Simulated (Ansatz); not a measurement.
**C₂H₄BN: small, medium and large basis sets**

How large a basis does C₂H₄BN need? Two functionals are run in growing sets.

Program: Ansatz 0.2.0, Gaussian basis. Level of theory: one geometry, several basis sets. These are calculated values, not measurements.

Levels to be run: PBE0-D4/def2-SVP; ωB97M-V/def2-SVP; PBE0-D4/def2-QZVPP; ωB97M-V/def2-QZVPP; the functionals' def2-TZVPP values are taken from earlier runs.

1 further run of the same task is left out (it didn't finish).

## 1. Structure used throughout

All runs share one geometry, relaxed beforehand with PBE0-D4 in a triple-zeta def2 set.

8 atoms, charge 0, spin multiplicity 1.

Atoms are counted from 1 here; the program's logs count them from 0.

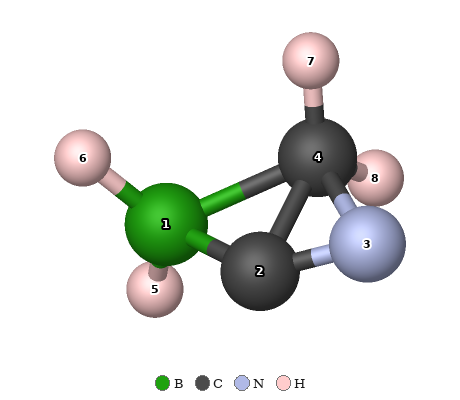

The structure; boron green, carbon dark grey, nitrogen light blue, hydrogen pink; atoms are numbered from 1 in the order of the file.

## 2. PBE0-D4 in def2-SVP

in.yaml reads:

```yaml
crystal:
  periodic: [false, false, false]
  atoms:
    - {symbol: B, position_ang: [-0.741354, 0.553566, -0.339332]}
    - {symbol: C, position_ang: [-0.694064, -0.676222, 0.557028]}
    - {symbol: N, position_ang: [0.172349, -1.401292, 0.997966]}
    - {symbol: C, position_ang: [0.766932, -0.228026, 0.076068]}
    - {symbol: H, position_ang: [-1.084119, 0.368099, -1.466914]}
    - {symbol: H, position_ang: [-0.908936, 1.598377, 0.211670]}
    - {symbol: H, position_ang: [1.368951, 0.413995, 0.704127]}
    - {symbol: H, position_ang: [1.212339, -0.685699, -0.796413]}
basis:
  gaussian: {orbitals: def2-SVP}
hamiltonian: {xc: pbe0, dispersion: d4}
output: {orbitals: {seedname: orbitals}}
```

Started as:

```
ansatz run in.yaml --threads 2 --pin off --events-out ev --progress --plain --max-ram 4352MiB
```

Output:

```text
Functional definition: PBE0
  name "PBE0"
  cite "Adamo & Barone, J. Chem. Phys. 110, 6158 (1999) doi:10.1063/1.478522"
  cite "Perdew, Burke & Ernzerhof, Phys. Rev. Lett. 77, 3865 (1996) doi:10.1103/PhysRevLett.77.3865"
  parent pbe
  parameter a = 0.25
  parameter kappa = 0.804
  parameter beta = 0.06672455060314922
  exchange = (1 - a)*pbe_x(kappa = kappa, mu = beta*pi^2/3) + a*exact_x
  correlation = pbe_c(beta = beta)
874 factors; their error is unknown
mean field evaluation 1: about -4292.0716 eV, gradient 2.8e1 eV
mean field evaluation 2: about -4292.4264 eV, gradient 2.8e1 eV
mean field evaluation 4: about -4294.3321 eV, gradient 2.3e0 eV
mean field evaluation 8: about -4294.3454 eV, gradient 3.7e-2 eV
mean field evaluation 16: about -4294.3374 eV, gradient 3.1e-5 eV
mean field -4294.33739537 eV, -157.8139884733 hartree, gradient 3.1e-5 eV, S^2 0.000000; 0 other end points of the search recorded, 0 dependent functions left out
reference -4294.33741730 eV, -157.8139892792 hartree; 14, 14 occupied and 62, 62 virtual orbitals, 874 factors
Total energy: -4294.44211833 eV, -157.8178369712 hartree
```

Run time: 0.7 s. Hardware: 2 threads of Arm Neoverse V2, shared host.

## 3. ωB97M-V in def2-SVP

in.yaml, as its differences from that of step 2:

```diff
@@ -13,3 +13,3 @@
   gaussian: {orbitals: def2-SVP}
-hamiltonian: {xc: pbe0, dispersion: d4}
+hamiltonian: {xc: {name: wB97M-V}}
 output: {orbitals: {seedname: orbitals}}
```

The command is unchanged.

Output, shortened:

```text
Functional definition: wB97M-V
  name "wB97M-V"
  cite "Mardirossian & Head-Gordon, J. Chem. Phys. 144, 214110 (2016) doi:10.1063/1.4952647"
  cite "Becke, J. Chem. Phys. 107, 8554 (1997) doi:10.1063/1.475007"
  cite "Vydrov & Van Voorhis, J. Chem. Phys. 133, 244103 (2010) doi:10.1063/1.3521275"
  # Of w^i u^j: cxij and so on, Table III.
[...]
  gx(w, u) = 1 - cx + cx01*u + cx10*w
  gss(w, u) = css00 + css04*u^4 + css10*w + css20*w^2 + css43*w^4*u^3
  gos(w, u) = cos00 + cos10*w + (cos20 + cos21*u)*w^2 + (cos60 + cos61*u)*w^6
[...]
      + integral(e_c_pw_mod_opposite_spin*gos(b97_w_opposite, b97_u_opposite)) + vv10(b, c)
874 factors; their error is unknown
216 factors; integrals over basis functions are off by at most 8.4e-6 eV
[...]
mean field -4297.64701687 eV, -157.9356148202 hartree, gradient 4.3e-6 eV, S^2 0.000000; 0 other end points of the search recorded, 0 dependent functions left out
reference -4297.64705021 eV, -157.9356160454 hartree; 14, 14 occupied and 62, 62 virtual orbitals, 874 factors
Total energy: -4297.64705021 eV, -157.9356160454 hartree
```

Run time: 2.8 s. Hardware: 2 threads of Arm Neoverse V2, shared host.

## 4. PBE0-D4 in def2-QZVPP

in.yaml, as its differences from that of step 3:

```diff
@@ -12,4 +12,4 @@
 basis:
-  gaussian: {orbitals: def2-SVP}
-hamiltonian: {xc: {name: wB97M-V}}
+  gaussian: {orbitals: "def2-QZVPP.json"}
+hamiltonian: {xc: pbe0, dispersion: d4}
 output: {orbitals: {seedname: orbitals}}
```

Launched as before.

Output:

```text
Functional definition: PBE0
  name "PBE0"
  cite "Adamo & Barone, J. Chem. Phys. 110, 6158 (1999) doi:10.1063/1.478522"
  cite "Perdew, Burke & Ernzerhof, Phys. Rev. Lett. 77, 3865 (1996) doi:10.1103/PhysRevLett.77.3865"
  parent pbe
  parameter a = 0.25
  parameter kappa = 0.804
  parameter beta = 0.06672455060314922
  exchange = (1 - a)*pbe_x(kappa = kappa, mu = beta*pi^2/3) + a*exact_x
  correlation = pbe_c(beta = beta)
962 factors; their error is unknown
mean field evaluation 1: about -4295.0327 eV, gradient 4.3e1 eV
mean field evaluation 2: about -4295.0110 eV, gradient 4.3e1 eV
mean field evaluation 4: about -4299.3859 eV, gradient 3.4e0 eV
mean field evaluation 8: about -4299.4132 eV, gradient 3.5e-1 eV
mean field -4299.41329149 eV, -158.0005242152 hartree, gradient 3.2e-5 eV, S^2 0.000000; 0 other end points of the search recorded, 0 dependent functions left out
reference -4299.41332701 eV, -158.0005255207 hartree; 14, 14 occupied and 334, 334 virtual orbitals, 962 factors
Total energy: -4299.51802805 eV, -158.0043732127 hartree
```

Run time: 4.5 s. Hardware: 2 threads of Arm Neoverse V2, shared host; peak memory 0.91 GiB.

## 5. ωB97M-V in def2-QZVPP

in.yaml, as its differences from that of step 4:

```diff
@@ -13,3 +13,3 @@
   gaussian: {orbitals: "def2-QZVPP.json"}
-hamiltonian: {xc: pbe0, dispersion: d4}
+hamiltonian: {xc: {name: wB97M-V}}
 output: {orbitals: {seedname: orbitals}}
```

The command is unchanged.

Output, shortened:

```text
Functional definition: wB97M-V
  name "wB97M-V"
  cite "Mardirossian & Head-Gordon, J. Chem. Phys. 144, 214110 (2016) doi:10.1063/1.4952647"
  cite "Becke, J. Chem. Phys. 107, 8554 (1997) doi:10.1063/1.475007"
  cite "Vydrov & Van Voorhis, J. Chem. Phys. 133, 244103 (2010) doi:10.1063/1.3521275"
  # Of w^i u^j: cxij and so on, Table III.
[...]
  gx(w, u) = 1 - cx + cx01*u + cx10*w
  gss(w, u) = css00 + css04*u^4 + css10*w + css20*w^2 + css43*w^4*u^3
  gos(w, u) = cos00 + cos10*w + (cos20 + cos21*u)*w^2 + (cos60 + cos61*u)*w^6
[...]
      + integral(e_c_pw_mod_opposite_spin*gos(b97_w_opposite, b97_u_opposite)) + vv10(b, c)
962 factors; their error is unknown
283 factors; integrals over basis functions are off by at most 7.7e-6 eV
[...]
mean field -4302.94493708 eV, -158.1303097969 hartree, gradient 2.9e-5 eV, S^2 0.000000; 0 other end points of the search recorded, 0 dependent functions left out
reference -4302.94499427 eV, -158.1303118987 hartree; 14, 14 occupied and 334, 334 virtual orbitals, 962 factors
Total energy: -4302.94499427 eV, -158.1303118987 hartree
```

It took 13 s on 2 threads of Arm Neoverse V2, shared host; peak memory 1.1 GiB.

## 6. Functionals by basis

The def2-TZVPP values come from earlier runs at the same geometry.

```
functional       basis  functions  energy (eV)  from the largest (eV)  HOMO (eV)  LUMO (eV)
   PBE0-D4    def2-SVP         76   -4294.4421                  5.076      -9.04      -0.53
   PBE0-D4  def2-TZVPP        180   -4299.2736                  0.244      -9.07      -0.60
   PBE0-D4  def2-QZVPP        348   -4299.5180                  0.000      -9.08      -0.65
   ωB97M-V    def2-SVP         76   -4297.6471                  5.298     -11.23       1.81
   ωB97M-V  def2-TZVPP        180   -4302.7170                  0.228     -11.29       1.67
   ωB97M-V  def2-QZVPP        348   -4302.9450                  0.000     -11.30       1.53
```

## 7. Summary of results

| quantity | value |
| --- | --- |
| PBE0-D4: double and triple zeta above quadruple | 5.08, 0.24 eV |
| ωB97M-V: double and triple zeta above quadruple | 5.30, 0.23 eV |

What this shows: PBE0-D4 gains 4.83 eV from double to triple zeta, then 0.24 eV more. These are total energies; as a rule much of such shifts cancels in differences, which this series doesn't test.

For PBE0-D4 the largest set took about 6 times as long as the smallest (4.5 s against 0.7 s).
